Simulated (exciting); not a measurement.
Two BSE runs for the Zr L₃ edge of ZrBrN, space group Pmmn. Run A: exciting, all-electron LAPW+lo, LDA, exchange and screened direct term (singlet BSE), 4×3×1 shifted k points, 53 conduction bands, |G+q| up to 3 bohr⁻¹ (2 in the exchange term), full RPA screening with nempty = 87, Lorentzian half width 0.79 eV. Run B has a fault in its input.

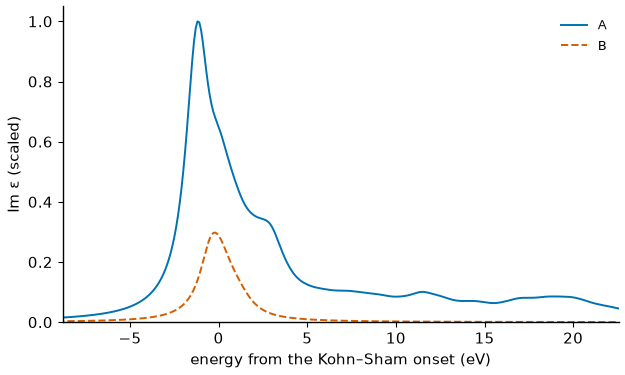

Energy from the Kohn–Sham onset, core level to the lowest empty state found on the meshes used; one zero for both, scaled to A's maximum.

Question: What most likely went wrong in run B?

Far too few conduction bands in the BSE (conduction bands from 53 to 3). The spectrum differs from run A by 79 % r.m.s. The highest maximum lies at -0.2 eV (0.30), against -1.2 eV (1.00). The first bright state moves from -1.25 to -0.52 eV. Transitions to the missing bands are absent and can't mix into the lines that are left. Other settings could leave a like mark; this is the change that was made.

[Hosts, paths, dates, database ids (printed as entryN), source tags and the programs' standing remarks are cut or masked in the printed files.]
